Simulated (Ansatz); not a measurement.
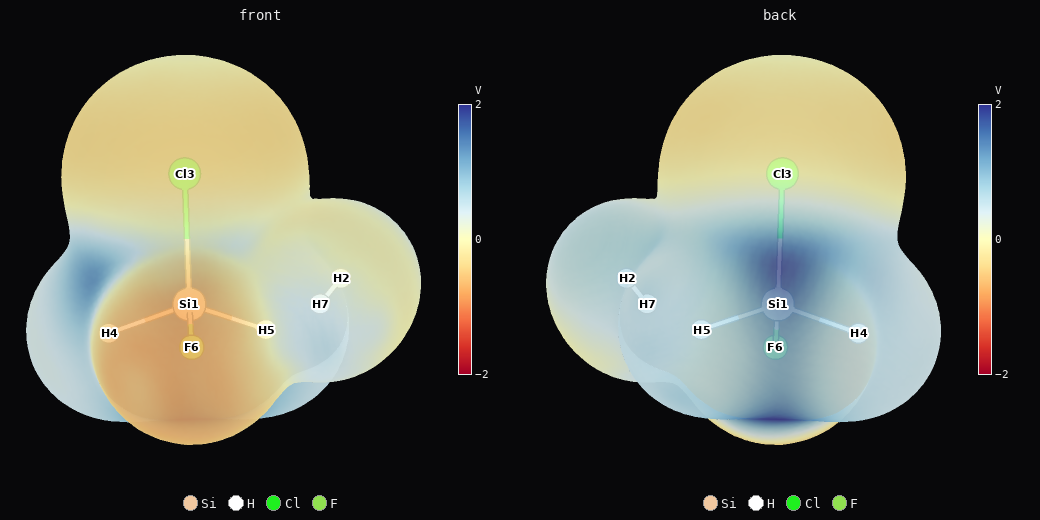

Figure. ClFH$_{2}$Si···H$_{2}$. The electrostatic potential painted on the density surface at 0.002 e/bohr³, seen from the front and from behind; red is negative and blue positive.

Not at a stationary point (largest force 1.8 eV/Å).

Theory: RKS PBE0-D4/def2-SVP (Ansatz 0.2.0).

Input file:

```
crystal:
  periodic: [false, false, false]
  atoms:
    - { symbol: Si, position_ang: [0.0, 0.0, 0.0] }
    - { symbol: H, position_ang: [0.0, 0.0, 1.81] }
    - { symbol: Cl, position_ang: [2.0086, 0.0, -0.7093] }
    - { symbol: H, position_ang: [-0.6877, 1.1914, -0.4862] }
    - { symbol: H, position_ang: [-0.6877, -1.1914, -0.4862] }
    - { symbol: F, position_ang: [0.9912, 1.4948, 0.596] }
    - { symbol: H, position_ang: [0.538, 0.8114, 1.693] }
basis:
  gaussian: { orbitals: def2-SVP }
hamiltonian:
  xc: pbe0
  dispersion: d4
relax:
  f_tol: 0.15
  max_steps: 25
  restrain:
    - { distance: [0, 5], at: 1.59, k: 30.0 }
    - { distance: [6, 1], at: 0.66, k: 30.0 }
    - { distance: [0, 1], at: 2.66, k: 30.0 }
    - { distance: [6, 5], at: 2.12, k: 30.0 }
output:
  orbitals: {}
```

Command:

```sh
ansatz run input.yaml --threads 1 --pin off --max-ram 2048MiB --backend cpu --events-out ev --progress --plain --runs-dir out
```

The fields are those of the run's last geometry, not of the input's.

Question: Describe the electrostatic potential map.

Answer: The most negative region (about −0.8 V, or −18 kcal/mol for a unit charge) lies over F6, the most positive (about +1.8 V, or +42 kcal/mol for a unit charge) over Si1.
